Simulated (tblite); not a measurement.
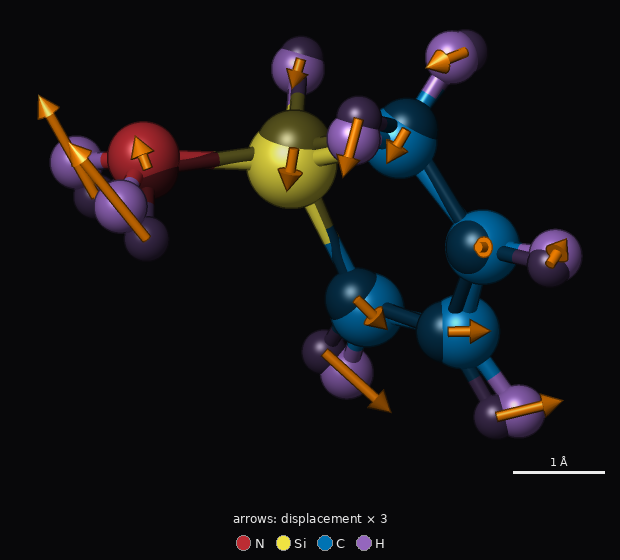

This is a relaxation of C4H8NSi (multiplicity 2). The starting structure is drawn faded, the final one solid; orange arrows show the displacements, magnified 3 times. The two geometries are superimposed by the best rigid fit.

A ball-and-stick model, seen at a tilt.

Computed with GFN2-xTB geometry optimisation, gas phase in tblite. 

Question: Atoms of which element are displaced furthest, and by how much?

Answer: Hydrogen: up to 0.48 Å, against 0.17 Å for carbon.

Question: What happened in the run?

Answer: The largest move after the best rigid fit is that of an H atom, 0.48 Å. Largest moves by element: H 0.48 Å, C 0.17 Å, Si 0.17 Å, N 0.14 Å. Near-neighbour distances that change, for instance: C–C 1.450 → 1.372 Å, C–C 1.348 → 1.388 Å, C–C 1.517 → 1.486 Å, C–Si 1.850 → 1.870 Å. Among the angles between lasting bonds that change: N–Si–C 107.6° → 121.7°, Si–N–H 108.2° → 118.8°, Si–N–H 109.2° → 118.0°. The energy falls by 37.8 kJ/mol in 77 geometry steps. Cost: 0.33 s on 1 thread of Arm Neoverse V2 (shared host).
